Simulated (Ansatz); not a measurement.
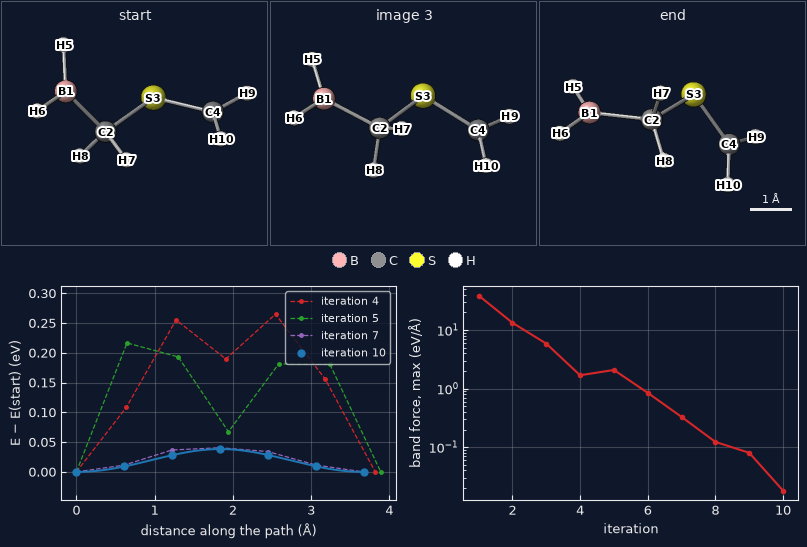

NEB run on C2H6BS (charge +1). Images are numbered from 0 (start) to 6 (end). The plot follows the band through its iterations. The picture is a ball-and-stick view, seen from a free direction.

All numbers below come from Ansatz 0.2.0, RKS B3LYP-D4/def2-SVP.

The input:
```yaml
crystal:
  periodic: [false, false, false]
  atoms:
    - { symbol: B, position_ang: [-1.026563, 1.529229, 0.235842] }
    - { symbol: C, position_ang: [-0.601216, 0.17382, -0.46877] }
    - { symbol: S, position_ang: [1.202508, -0.069699, -0.515475] }
    - { symbol: C, position_ang: [1.526647, -1.436645, 0.283593] }
    - { symbol: H, position_ang: [-0.221656, 2.370297, 0.528651] }
    - { symbol: H, position_ang: [-2.20208, 1.676165, 0.422344] }
    - { symbol: H, position_ang: [-1.102251, -0.723525, -0.072406] }
    - { symbol: H, position_ang: [-0.91199, 0.28053, -1.528806] }
    - { symbol: H, position_ang: [2.582574, -1.717338, 0.394739] }
    - { symbol: H, position_ang: [0.754027, -2.082823, 0.720297] }
total_charge: 1
basis:
  gaussian: { orbitals: def2-SVP }
hamiltonian:
  xc: b3lyp
  dispersion: d4
neb:
  order_check: false
  images: 5
  f_tol: 0.05
  max_iterations: 60
  initial_path: linear
  final_atoms:
    - { symbol: B, position_ang: [-0.95051676, 1.59664843, 0.00501608] }
    - { symbol: C, position_ang: [-0.77921431, 0.02119823, 0.0637272] }
    - { symbol: S, position_ang: [0.70337566, -0.49911482, 0.98404482] }
    - { symbol: C, position_ang: [1.63246416, -1.34682277, -0.03153398] }
    - { symbol: H, position_ang: [-0.26552764, 2.33177132, 0.66097423] }
    - { symbol: H, position_ang: [-1.82810512, 2.00179789, -0.70456183] }
    - { symbol: H, position_ang: [-1.63975684, -0.34976214, 0.65842378] }
    - { symbol: H, position_ang: [-0.82147953, -0.4797659, -0.91649922] }
    - { symbol: H, position_ang: [2.59852262, -1.7038707, 0.34876252] }
    - { symbol: H, position_ang: [1.35023775, -1.57206854, -1.0683446] }
```

Run as
```bash
ansatz run input.yaml --threads 1 --pin off --max-ram 2048MiB --backend cpu --events-out ev --progress --plain --runs-dir out
```

Q: Did the band converge, and can the barrier be trusted?

A: The run is converged, with reservations. The band converged in 10 iterations. The largest component of the band force went from 39 to 0.018 eV/Å. The climbing image converged on the top of the path. Its curvatures weren't checked. The straight starting path can push atoms close together and costs iterations. The first iteration put the highest image at 10.703 eV. The two ends have the same energy, and the highest point, image 3, lies 0.038 eV above the start.
